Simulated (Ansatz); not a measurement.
Geometry relaxation of C₂H₈GaN

The run: geometry relaxation of C₂H₈GaN. Method and program: RKS PBE-D4/def2-SVP (Ansatz 0.2.0).

It belongs to a series of runs on one base structure; here: end point B relaxed. Figures and captions count atoms from 1; the log counts them from 0 in places.

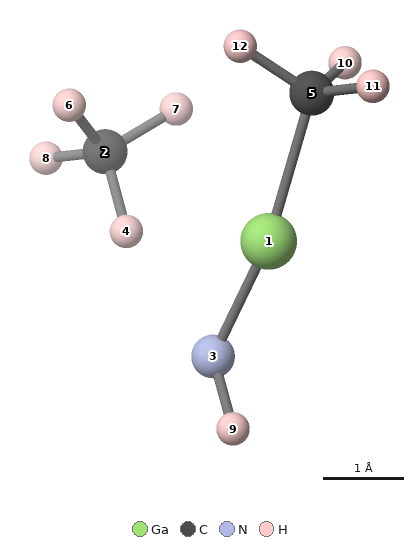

**Figure 1.** The input geometry (ball-and-stick view, seen at a tilt; atoms are numbered from 1 in the order of the input). Sticks mark near contacts. Bond lengths as drawn: C–Ga 1.95 Å, C–H 1.09 to 1.11 Å, Ga–N 1.72 Å and H–N 1.03 Å.

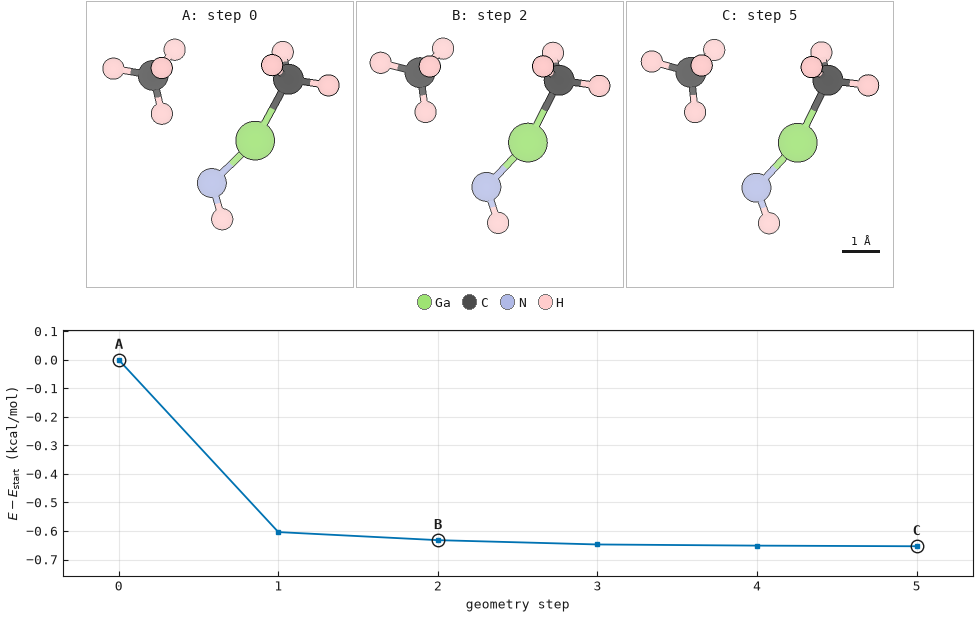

**Figure 2.** Frames of the relaxation (ball-and-stick view, seen at a tilt) above the curves, on which the letters mark them (the first geometry is step 0 here and step 1 in the log).

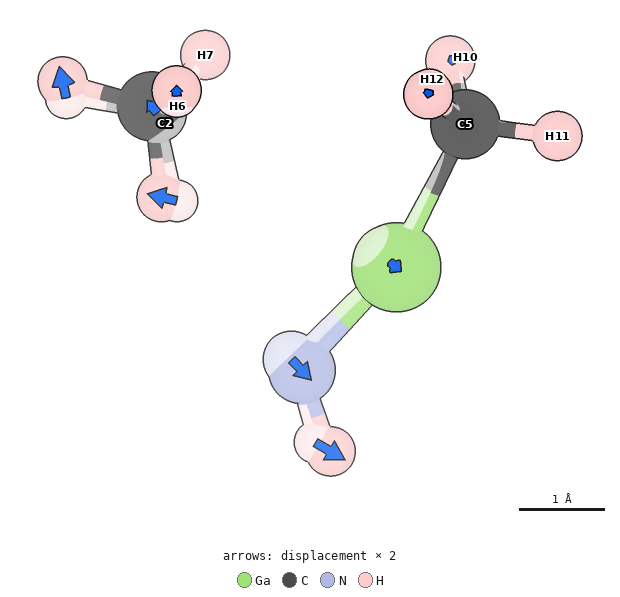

**Figure 3.** Start (faint) and end (solid) with the displacements as blue arrows, magnified 2 times (ball-and-stick view, seen at a tilt). The two geometries are laid on each other by the best rigid fit. The energy falls by 0.65 kcal/mol in 5 geometry steps. Largest force component: 0.59 eV/Å at the start, 0.025 eV/Å at the end. The atom that moves furthest after the best rigid fit is H9 (0.21 Å). Largest moves by element: H 0.21 Å, N 0.18 Å, C 0.10 Å, Ga 0.10 Å. Among the contacts that change: C2–H4 1.092 → 1.108 Å. (Atoms are counted from 1 in the order of the input.)

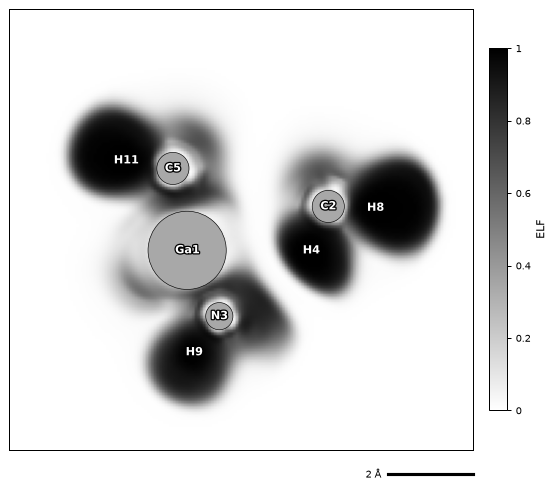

**Figure 4.** ELF on the plane of atoms N3, Ga1 and C5. Grey discs, where drawn, cover atomic cores. The section cuts through Ga, C, N and H sites. Ga–N (1.72 Å): the ELF peaks at about 0.80 in the valence shell of N, 0.6 Å from its nucleus, and is about 0.30 at the midpoint. C–Ga (1.95 Å): the ELF peaks at about 0.90 in the valence shell of C, 0.7 Å from its nucleus, and is about 0.60 at the midpoint. C–H (1.11 Å): the ELF climbs to about 1 towards the hydrogen; a covalent bond by its length.

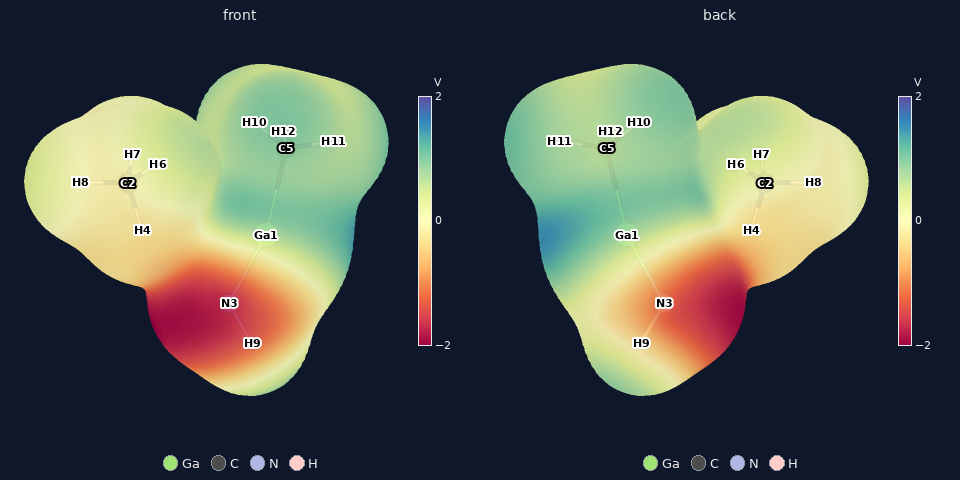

**Figure 5.** The molecular electrostatic potential painted on the density surface at 0.002 e/bohr³, seen at a tilt and from behind; red is negative and blue positive.

The input that produced these results follows, with the program's output.

**Input file**
```yaml
crystal:
  periodic: [false, false, false]
  atoms:
    - { symbol: Ga, position_ang: [-0.532173, -1.107695, -0.819789] }
    - { symbol: C, position_ang: [0.619134, 0.71725, 1.649004] }
    - { symbol: "N", position_ang: [-0.69156, -2.159137, 0.528198] }
    - { symbol: H, position_ang: [0.200937, -0.289885, 1.586365] }
    - { symbol: C, position_ang: [-0.257574, 0.465903, -1.937557] }
    - { symbol: H, position_ang: [1.54065, 0.782516, 1.037957] }
    - { symbol: H, position_ang: [-0.111169, 1.46942, 1.29141] }
    - { symbol: H, position_ang: [0.874595, 0.944516, 2.701036] }
    - { symbol: H, position_ang: [-1.035177, -3.121383, 0.387879] }
    - { symbol: H, position_ang: [-0.876614, 1.297635, -1.550217] }
    - { symbol: H, position_ang: [-0.545038, 0.25845, -2.984591] }
    - { symbol: H, position_ang: [0.813989, 0.74241, -1.889694] }
basis:
  gaussian: { orbitals: def2-SVP }
hamiltonian:
  xc: pbe
  dispersion: d4
relax:
  f_tol: 0.03
  max_steps: 50
output:
  orbitals: {}
```

Run as:
```bash
ansatz run input.yaml --threads 2 --pin off --max-ram 3072MiB --backend cpu --events-out ev --progress --plain --runs-dir out
```

**What the program printed**
```
The last accepted step is kept in [file] (removed where the run ends without a failure and the disk answers)
Engine: ansatz 0.2.0, x86_64-unknown-linux-gnu
Functional definition: PBE
  parameter kappa = 0.804
  parameter beta = 0.06672455060314922
  exchange = pbe_x(kappa = kappa, mu = beta*pi^2/3)
  correlation = pbe_c(beta = beta)
1307 factors; their error is unknown
mean field evaluation 1: about -56022.7292 eV, gradient 1.1e2 eV
mean field evaluation 2: about -55905.1142 eV, gradient 1.8e2 eV
mean field evaluation 4: about -56047.3625 eV, gradient 2.2e1 eV
mean field evaluation 8: about -56048.9572 eV, gradient 1.9e-1 eV
mean field evaluation 16: about -56048.8997 eV, gradient 2.6e-3 eV
mean field -56048.89971751 eV, -2059.7590733097 hartree, gradient 4.9e-5 eV, S^2 0.000000; 0 other end points of the search recorded, 0 dependent functions left out
the calculation of the forces begins
reference -56048.89975790 eV, -2059.7590747942 hartree; 29, 29 occupied and 85, 85 virtual orbitals, 1307 factors
relax step   1: F+E_penalty+E_count = -56049.09626085 eV  Δ(F+E_penalty+E_count) = +0.000e0 eV  max|allowed force component| = 5.866e-1 eV/Å  Δτ_max = 0.0000 Å  (29 SCF iters, accepted)
these checks for a lower state are left out or cut short: starts, cluster_reference, orbital_swaps, neighbouring_geometries, increment
1307 factors; their error is unknown
mean field -56048.93507372 eV, -2059.7603726266 hartree, gradient 2.2e-5 eV, S^2 0.000000; 0 other end points of the search recorded, 0 dependent functions left out
the calculation of the forces begins
reference -56048.93511462 eV, -2059.7603741297 hartree; 29, 29 occupied and 85, 85 virtual orbitals, 1307 factors
relax step   2: F+E_penalty+E_count = -56049.12244162 eV  Δ(F+E_penalty+E_count) = -2.618e-2 eV  max|allowed force component| = 1.003e-1 eV/Å  Δτ_max = 0.1940 Å  (30 SCF iters, accepted)
these checks for a lower state are left out or cut short: starts, cluster_reference, orbital_swaps, neighbouring_geometries, increment
1307 factors; their error is unknown
mean field evaluation 32: about -56048.9356 eV, gradient 1.3e-5 eV
mean field -56048.93561292 eV, -2059.7603924416 hartree, gradient 1.3e-5 eV, S^2 0.000000; 0 other end points of the search recorded, 0 dependent functions left out
the calculation of the forces begins
reference -56048.93565376 eV, -2059.7603939427 hartree; 29, 29 occupied and 85, 85 virtual orbitals, 1307 factors
relax step   3: F+E_penalty+E_count = -56049.12366966 eV  Δ(F+E_penalty+E_count) = -1.228e-3 eV  max|allowed force component| = 5.259e-2 eV/Å  Δτ_max = 0.0173 Å  (32 SCF iters, accepted)
these checks for a lower state are left out or cut short: starts, cluster_reference, orbital_swaps, neighbouring_geometries, increment
1307 factors; their error is unknown
mean field -56048.93556764 eV, -2059.7603907779 hartree, gradient 1.3e-5 eV, S^2 0.000000; 0 other end points of the search recorded, 0 dependent functions left out
the calculation of the forces begins
reference -56048.93560840 eV, -2059.7603922758 hartree; 29, 29 occupied and 85, 85 virtual orbitals, 1307 factors
relax step   4: F+E_penalty+E_count = -56049.12432438 eV  Δ(F+E_penalty+E_count) = -6.547e-4 eV  max|allowed force component| = 3.674e-2 eV/Å  Δτ_max = 0.0284 Å  (31 SCF iters, accepted)
these checks for a lower state are left out or cut short: starts, cluster_reference, orbital_swaps, neighbouring_geometries, increment
1307 factors; their error is unknown
mean field -56048.93541095 eV, -2059.7603850193 hartree, gradient 1.3e-5 eV, S^2 0.000000; 0 other end points of the search recorded, 0 dependent functions left out
the calculation of the forces begins
reference -56048.93545167 eV, -2059.7603865160 hartree; 29, 29 occupied and 85, 85 virtual orbitals, 1307 factors
relax step   5: F+E_penalty+E_count = -56049.12450033 eV  Δ(F+E_penalty+E_count) = -1.760e-4 eV  max|allowed force component| = 3.620e-2 eV/Å  Δτ_max = 0.0172 Å  (31 SCF iters, accepted)
these checks for a lower state are left out or cut short: starts, cluster_reference, orbital_swaps, neighbouring_geometries, increment
1307 factors; their error is unknown
mean field -56048.93515315 eV, -2059.7603755457 hartree, gradient 1.3e-5 eV, S^2 0.000000; 0 other end points of the search recorded, 0 dependent functions left out
the calculation of the forces begins
reference -56048.93519385 eV, -2059.7603770411 hartree; 29, 29 occupied and 85, 85 virtual orbitals, 1307 factors
relax step   6: F+E_penalty+E_count = -56049.12459714 eV  Δ(F+E_penalty+E_count) = -9.680e-5 eV  max|allowed force component| = 2.525e-2 eV/Å  Δτ_max = 0.0226 Å  (31 SCF iters, accepted)
1307 factors; their error is unknown
mean field evaluation 64: about -56048.9925 eV, gradient 1.8e-1 eV
mean field -56048.93515315 eV, -2059.7603755457 hartree, gradient 1.3e-5 eV, S^2 0.000000; 1 other end points of the search recorded, 0 dependent functions left out
the calculation of the forces begins
reference -56048.93519385 eV, -2059.7603770411 hartree; 29, 29 occupied and 85, 85 virtual orbitals, 1307 factors
Total energy: -56049.12463783 eV, -2059.7673389790 hartree
Atom 0 at    -0.605942    -1.160317    -0.864968 Å, force     0.001023     0.002798    -0.000568 eV/Å
Atom 1 at     0.657944     0.798186     1.699766 Å, force    -0.004251    -0.003484    -0.008156 eV/Å
Atom 2 at    -0.747543    -2.289703     0.420248 Å, force    -0.007855    -0.025247    -0.003418 eV/Å
Atom 3 at     0.285592    -0.244205     1.748472 Å, force     0.001498     0.001676     0.002387 eV/Å
Atom 4 at    -0.256026     0.440164    -1.920284 Å, force    -0.002946     0.002128    -0.009294 eV/Å
Atom 5 at     1.543232     0.852915     1.037341 Å, force    -0.002834     0.002098     0.001938 eV/Å
Atom 6 at    -0.136156     1.466686     1.314605 Å, force     0.004456    -0.000180     0.002066 eV/Å
Atom 7 at     0.946447     1.132276     2.713991 Å, force     0.000895    -0.000208     0.001998 eV/Å
Atom 8 at    -1.116638    -3.232904     0.222963 Å, force     0.007234     0.020020     0.006771 eV/Å
Atom 9 at    -0.846271     1.287322    -1.520558 Å, force     0.001253     0.000781     0.000926 eV/Å
Atom 10 at    -0.546645     0.260810    -2.973475 Å, force     0.001740    -0.000626     0.002997 eV/Å
Atom 11 at     0.822007     0.688768    -1.878098 Å, force    -0.000213     0.000244     0.002352 eV/Å
Dipole moment:     0.006351     0.329710    -0.555105 e Å
```

**Trajectory as extended XYZ (Å, eV, eV/Å), 6 frames, from step=1 to step=6**
```
12
Properties=species:S:1:pos:R:3:forces:R:3 step=1 energy=-56049.09626
Ga   -0.5322   -1.1077   -0.8198   -0.1184   0.0221  -0.0772
C     0.6191    0.7173    1.6490    0.2639   0.5866   0.0009
N    -0.6916   -2.1591    0.5282   -0.0289  -0.1371   0.0057
H     0.2009   -0.2899    1.5864   -0.2079  -0.4695   0.0646
C    -0.2576    0.4659   -1.9376    0.0754  -0.0399   0.0821
H     1.5407    0.7825    1.0380    0.0070   0.0191   0.0127
H    -0.1112    1.4694    1.2914   -0.0041  -0.0159   0.0076
H     0.8746    0.9445    2.7010    0.0015  -0.0051   0.0071
H    -1.0352   -3.1214    0.3879    0.0114   0.0000  -0.0254
H    -0.8766    1.2976   -1.5502    0.0114   0.0186   0.0160
H    -0.5450    0.2585   -2.9846    0.0191  -0.0375  -0.0322
H     0.8140    0.7424   -1.8897   -0.0303   0.0586  -0.0619
12
Properties=species:S:1:pos:R:3:forces:R:3 step=2 energy=-56049.12244
Ga   -0.5871   -1.1593   -0.8818   -0.0417  -0.0785   0.0243
C     0.6652    0.7943    1.7311    0.0492   0.0681   0.0612
N    -0.7679   -2.2647    0.4231    0.0146   0.0361  -0.0584
H     0.2508   -0.2335    1.7651   -0.0013   0.0333  -0.0392
C    -0.2709    0.4353   -1.9616    0.0374   0.0023   0.0920
H     1.5682    0.8223    1.0881   -0.0422  -0.0259   0.0367
H    -0.0874    1.5066    1.3359    0.0143  -0.0643   0.0309
H     0.9473    1.1044    2.7584   -0.0232  -0.0122  -0.1003
H    -1.0809   -3.2304    0.2347    0.0160   0.0559  -0.0117
H    -0.8827    1.2684   -1.5644   -0.0034   0.0109  -0.0118
H    -0.5548    0.2443   -3.0135   -0.0094  -0.0240  -0.0135
H     0.8003    0.7125   -1.9152   -0.0103  -0.0017  -0.0101
12
Properties=species:S:1:pos:R:3:forces:R:3 step=3 energy=-56049.12367
Ga   -0.5884   -1.1585   -0.8774   -0.0272  -0.0303   0.0158
C     0.6628    0.7927    1.7230    0.0293   0.0378   0.0278
N    -0.7591   -2.2645    0.4266    0.0042   0.0002  -0.0352
H     0.2545   -0.2372    1.7486   -0.0024   0.0119  -0.0145
C    -0.2678    0.4375   -1.9523    0.0206  -0.0043   0.0526
H     1.5663    0.8279    1.0829   -0.0201  -0.0116   0.0141
H    -0.0949    1.4991    1.3301    0.0036  -0.0298   0.0113
H     0.9398    1.1004    2.7504   -0.0112  -0.0066  -0.0437
H    -1.0863   -3.2254    0.2387    0.0140   0.0428  -0.0040
H    -0.8746    1.2748   -1.5560   -0.0016   0.0005  -0.0073
H    -0.5570    0.2437   -3.0026   -0.0032  -0.0065  -0.0116
H     0.8048    0.7096   -1.9121   -0.0061  -0.0040  -0.0053
12
Properties=species:S:1:pos:R:3:forces:R:3 step=4 energy=-56049.12432
Ga   -0.5952   -1.1585   -0.8727   -0.0064   0.0118   0.0034
C     0.6606    0.7936    1.7136   -0.0061  -0.0108  -0.0013
N    -0.7520   -2.2723    0.4244   -0.0074  -0.0367  -0.0076
H     0.2669   -0.2416    1.7515    0.0038   0.0097   0.0004
C    -0.2627    0.4400   -1.9378   -0.0009  -0.0066   0.0011
H     1.5587    0.8327    1.0678    0.0018   0.0020  -0.0061
H    -0.1121    1.4804    1.3175    0.0005  -0.0007  -0.0010
H     0.9383    1.1178    2.7340    0.0001   0.0021   0.0061
H    -1.0970   -3.2259    0.2324    0.0113   0.0313   0.0057
H    -0.8606    1.2831   -1.5400    0.0015  -0.0052  -0.0023
H    -0.5574    0.2495   -2.9879    0.0029   0.0073  -0.0005
H     0.8125    0.7014   -1.9028   -0.0011  -0.0040   0.0023
12
Properties=species:S:1:pos:R:3:forces:R:3 step=5 energy=-56049.12450
Ga   -0.5999   -1.1600   -0.8689   -0.0037   0.0120  -0.0019
C     0.6596    0.7964    1.7067   -0.0075  -0.0090  -0.0106
N    -0.7489   -2.2818    0.4218   -0.0089  -0.0362  -0.0015
H     0.2765   -0.2423    1.7491    0.0011  -0.0007   0.0060
C    -0.2596    0.4400   -1.9285   -0.0037  -0.0032  -0.0106
H     1.5529    0.8426    1.0550    0.0027   0.0051  -0.0053
H    -0.1232    1.4733    1.3137    0.0017   0.0041  -0.0018
H     0.9399    1.1262    2.7244    0.0018   0.0011   0.0108
H    -1.1079   -3.2295    0.2270    0.0104   0.0256   0.0071
H    -0.8528    1.2852   -1.5287    0.0019  -0.0019   0.0007
H    -0.5540    0.2557   -2.9798    0.0035   0.0035   0.0039
H     0.8173    0.6943   -1.8917    0.0007  -0.0006   0.0030
12
Properties=species:S:1:pos:R:3:forces:R:3 step=6 energy=-56049.12460
Ga   -0.6059   -1.1603   -0.8650    0.0010   0.0028  -0.0006
C     0.6579    0.7982    1.6998   -0.0043  -0.0035  -0.0082
N    -0.7475   -2.2897    0.4202   -0.0079  -0.0252  -0.0034
H     0.2856   -0.2442    1.7485    0.0015   0.0017   0.0024
C    -0.2560    0.4402   -1.9203   -0.0029   0.0021  -0.0093
H     1.5432    0.8529    1.0373   -0.0028   0.0021   0.0019
H    -0.1362    1.4667    1.3146    0.0045  -0.0002   0.0021
H     0.9464    1.1323    2.7140    0.0009  -0.0002   0.0020
H    -1.1166   -3.2329    0.2230    0.0072   0.0200   0.0068
H    -0.8463    1.2873   -1.5206    0.0013   0.0008   0.0009
H    -0.5466    0.2608   -2.9735    0.0017  -0.0006   0.0030
H     0.8220    0.6888   -1.8781   -0.0002   0.0002   0.0024
```

**Key numbers**

- outcome: converged
- total energy: −56049.1246 eV
- mean-field energy: −56048.9352 eV
- largest force (length of the vector) at the end: 0.027 eV/Å
- hardware: 2 threads of Intel Xeon (Granite Rapids), 16 GiB of memory available, shared host
- wall time: 7.9 s (CPU time 15 s)
- peak memory: 0.16 GiB
